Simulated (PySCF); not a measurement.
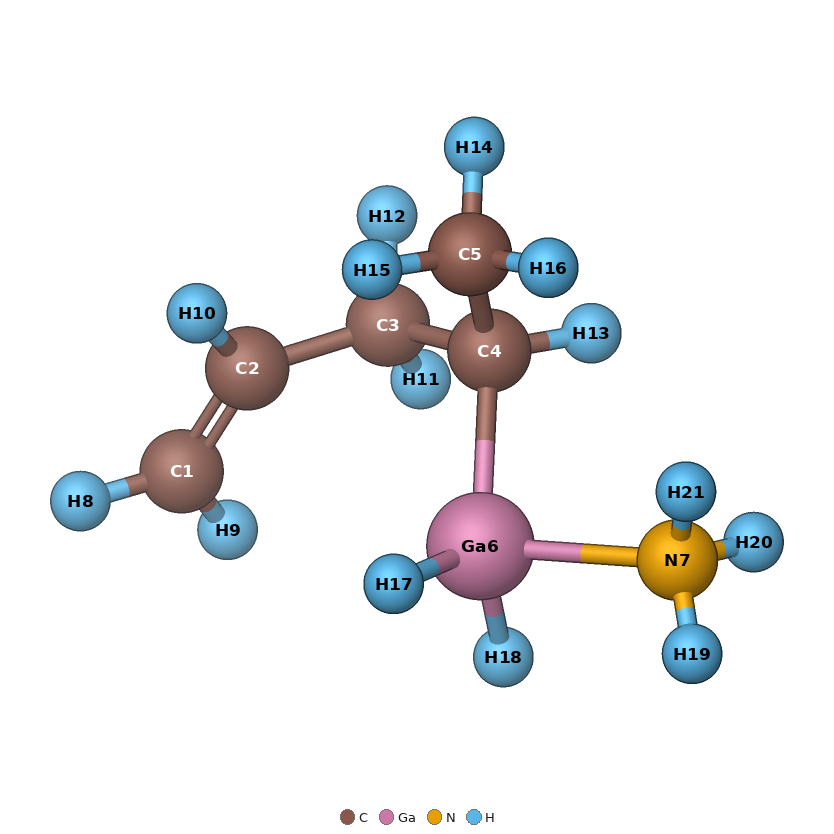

The geometry was computed by an optimisation with PBE0-D3(BJ)/def2-SVP. No frequency run is at hand to confirm it as a minimum. Level of theory: delta-SCF UKS SCAN, pcX-2 on the ionised atom, pcseg-1 elsewhere, spin-free X2C (PySCF 2.14.0).

Give the core-electron binding energies (to vacuum) of C1 1s, C2 1s, C3 1s, C4 1s, C5 1s, N7 1s.

```csv
atom,level,binding energy (eV)
C1,1s,289.6
C2,1s,290.0
C3,1s,290.0
C4,1s,289.1
C5,1s,290.0
N7,1s,407.1
```
